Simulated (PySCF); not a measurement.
**CH$_{3}$NOSi: excited-state calculation**

- system: CH$_{3}$NOSi
- method: TDA HF/def2-SVPD, vertical, gas phase, core orbitals frozen in the response (PySCF 2.14.0)

The geometry comes from this level: GFN2-xTB. It belongs to a series of runs on one base structure; here: HF/def2-SVPD; 6 states, TDA; grid level 3.

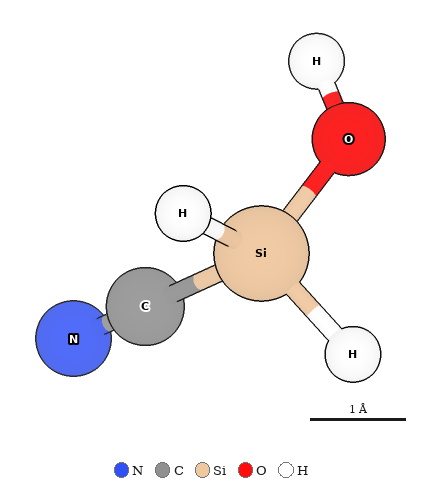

*The structure as given in the input (ball-and-stick view, seen at a tilt).*

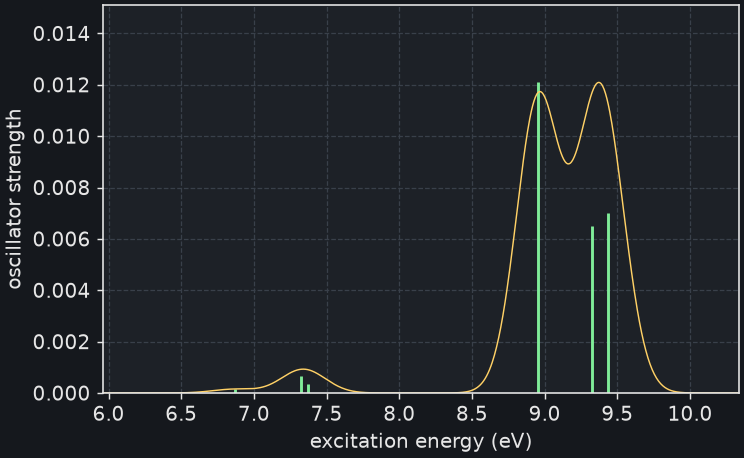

*Computed excitations as sticks (degenerate states added up, dark ones marked on the axis), with a Gaussian envelope of 0.35 eV full width at half maximum, scaled to the tallest.*

Of the 6 states the lowest lies at 6.87 eV (f = 0.000); the strongest line is at 8.96 eV, or 138 nm (f = 0.012).

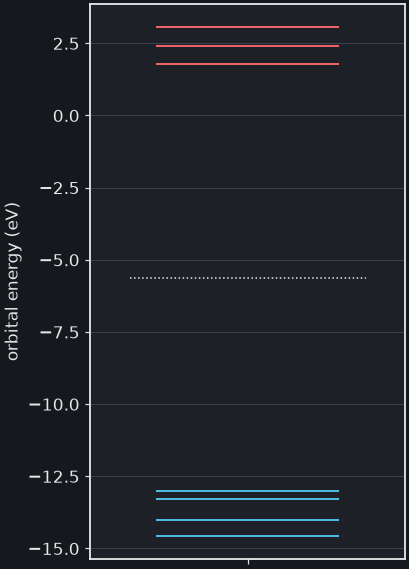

*Orbital energies near the frontier; the dotted line parts filled from empty levels, and levels within 0.02 eV of each other stand side by side.*

Highest filled −13.00 eV, lowest empty 1.77 eV, 14.77 eV apart.

The input that produced these results follows, with the program's output.

**Input**
```
{"job": {"kind": "uv", "xc": "HF", "basis": "def2-SVPD", "nstates": 6, "ntriplets": 5, "tda": true, "grid": 3}, "charge": 0, "multiplicity": 1}
N      2.514671    -0.590737     0.257518
C      1.453598    -0.180397     0.124198
Si    -0.283269     0.495605    -0.076815
O     -1.317215    -0.708013    -0.398103
H     -0.342386     1.307862    -1.279152
H     -0.580332     1.156989     1.193383
H     -1.441735    -1.476405     0.151893
```

The first line tells a small driver script what to run in PySCF; the rest is the geometry in Å.

Run as:
```bash
OMP_NUM_THREADS=1 python <driver script> task.json out
```

**Log**
```
final grid: 90712 points
cycle   1  E = -457.5857409274  dE =  3.259e-01  |g| = 6.135e-01  |ddm| = 2.908e+00
cycle   2  E = -457.6449446171  dE = -5.920e-02  |g| = 4.579e-01  |ddm| = 1.012e+00
cycle   3  E = -457.6873063121  dE = -4.236e-02  |g| = 6.927e-02  |ddm| = 5.055e-01
cycle   4  E = -457.6888861361  dE = -1.580e-03  |g| = 3.281e-02  |ddm| = 1.462e-01
cycle   5  E = -457.6891379944  dE = -2.519e-04  |g| = 6.365e-03  |ddm| = 6.461e-02
cycle   6  E = -457.6891534156  dE = -1.542e-05  |g| = 2.006e-03  |ddm| = 1.566e-02
cycle   7  E = -457.6891549954  dE = -1.580e-06  |g| = 5.030e-04  |ddm| = 6.016e-03
cycle   8  E = -457.6891551040  dE = -1.086e-07  |g| = 1.355e-04  |ddm| = 1.256e-03
cycle   9  E = -457.6891551203  dE = -1.634e-08  |g| = 6.255e-05  |ddm| = 3.011e-04
cycle  10  E = -457.6891551266  dE = -6.263e-09  |g| = 3.105e-05  |ddm| = 1.512e-04
cycle  11  E = -457.6891551284  dE = -1.824e-09  |g| = 6.317e-06  |ddm| = 1.136e-04
cycle  12  E = -457.6891551285  dE = -5.571e-11  |g| = 1.849e-06  |ddm| = 2.145e-05
converged SCF energy = -457.6891551285

Static polarisability (au): isotropic 40.392, principal 35.081 35.838 50.257

Singlet excitations
state   eV       nm        f      main configurations
  1   6.8683    180.5   0.00016   H->L 0.17, H->L+8 0.13, H->L+1 0.11
  2   7.3212    169.3   0.00065   H-1->L+3 0.14, H-1->L 0.12, H->L+4 0.12
  3   7.3752    168.1   0.00035   H-1->L+4 0.24, H-1->L+3 0.20
  4   8.9553    138.4   0.01209   H-2->L 0.30, H-3->L 0.11, H-2->L+1 0.09
  5   9.3251    133.0   0.00649   H-2->L 0.18, H-3->L 0.16, H->L 0.14
  6   9.4335    131.4   0.00700   H-3->L+4 0.19, H-3->L+3 0.17, H-4->L+3 0.10

Triplet excitations (Tamm-Dancoff, eV): 5.0717 5.9735 6.0031 6.9381 7.5861
```

**Summary**

- outcome: converged
- total energy: −457.689155 hartree
- HOMO: −13.00 eV
- LUMO: 1.77 eV
- dipole moment: 3.30 D
- mean polarisability: 40.39 a.u.
- lowest singlet excitation: 6.87 eV
- hardware: 1 CPU thread, shared host
- wall time: 2.1 s
- peak memory: 0.37 GiB

Settings chosen away from the usual ones: HF/def2-SVPD; 6 states, TDA; grid level 3.
